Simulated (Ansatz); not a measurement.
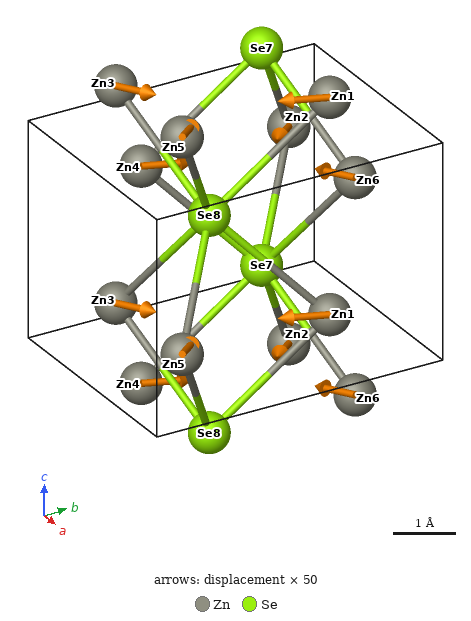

A relaxation of solid Zn$_{3}$Se (a generated structure, set up in P6_3/mmc). The starting structure is drawn; orange arrows show the displacements (the part carried along by the change of the cell is left out), magnified 50 times.

A ball-and-stick model of the cell of the calculation, seen slightly off an axis.

Method: Ansatz, DFT PBE, scalar-relativistic, plane waves, PAW.

The input:
```yaml
crystal:
  lattice:
    - [6.9445378393, 0.0, 0.0]
    - [-3.4722689196, 6.0141461863, 0.0]
    - [0.0, 0.0, 3.6678490334]
  atoms:
    - { symbol: Zn, position: [0.838724622, 0.6774492441, 0.25] }
    - { symbol: Zn, position: [0.161275378, 0.838724622, 0.75] }
    - { symbol: Zn, position: [0.3225507559, 0.161275378, 0.25] }
    - { symbol: Zn, position: [0.161275378, 0.3225507559, 0.75] }
    - { symbol: Zn, position: [0.838724622, 0.161275378, 0.25] }
    - { symbol: Zn, position: [0.6774492441, 0.838724622, 0.75] }
    - { symbol: Se, position: [0.3333333333, 0.6666666667, 0.25] }
    - { symbol: Se, position: [0.6666666667, 0.3333333333, 0.75] }
basis:
  ecutwfc: 420
kpoints:
  mp_grid: { grid: [6, 6, 10] }
hamiltonian:
  xc: pbe
scf:
  occupations: { method: gaussian, width: 0.1 }
output:
  forces: true
  stress: true
  eigenvalues: true
  write_density: true
  write_potential: true
  elf: true
  volumetric_format: npy
relax:
  adjacent_minimum: "off"
  f_tol: 0.01
  max_steps: 80
  cell: { stress_tol: 0.05 }
```

Command:
```bash
ansatz run input.yaml --threads 1 --pin off --max-ram 2560MiB --backend cpu --events-out ev --progress --plain --runs-dir out
```

Which element moves most?

Zinc: up to 0.018 Å, against 0.000 Å for selenium.

What happened in the run?

The largest moves relative to the cell, 0.018 Å, are those of Zn1, Zn2, Zn3, Zn4, Zn5 and Zn6. Zn3 goes along [2 1 0]. Se stays in place. The drawn cell changes as follows: a = b 6.945 → 7.040 Å (+1.4 %), c 3.668 → 3.597 Å (−1.9 %); the volume changes by +0.8 %. Some distances before and after: Zn1–Se8 2.765 → 2.750 Å. The space group stays P6_3/mmc (No. 194). Over 2 accepted moves (4 points after the start) the energy falls by 1.8 meV per atom. Largest force component: 0.019 eV/Å at the start, 0.0018 eV/Å at the end. Pressure: 0.00 GPa at the start and −0.02 GPa at the end. The line search rejected the trial step at point 2 of the run. The SCF was repeated once at an unchanged geometry on a basis and grid sized afresh for the cell, which shifted the energy by 0.1 meV per atom at most.

Limits of the set-up: layers or molecules are held without a dispersion correction, so their spacing is unreliable.
